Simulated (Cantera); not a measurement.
Feed: 1 mol PbO, 6 mol CO, 8.5 mol H₂, at 0.00170 bar.

Cantera equilibrium calculation (NASA polynomials, part measured and part estimated; ideal gas, pure solids and liquids). Candidate condensed phases: C, C₆H₆, C₇H₈, C₈H₁₈, H₂O, Pb, PbO, PbO₂, Pb₃O₄; 113 gas species. The numbers say what is thermodynamically allowed, not how fast it happens.

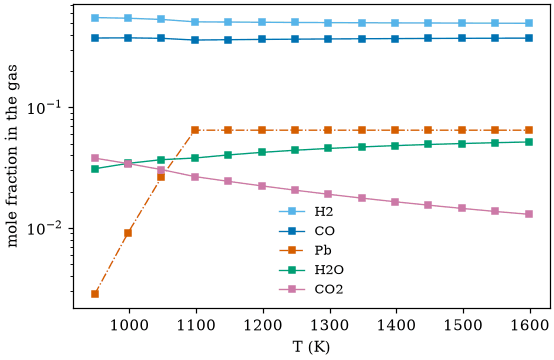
Figure. Equilibrium gas composition (values under 1e-9 drawn at 1e-9)

From 948 K to 1048 K the condensed part is Pb(l). From 1098 K to 1598 K nothing is condensed. The main Pb-bearing gas is Pb throughout.
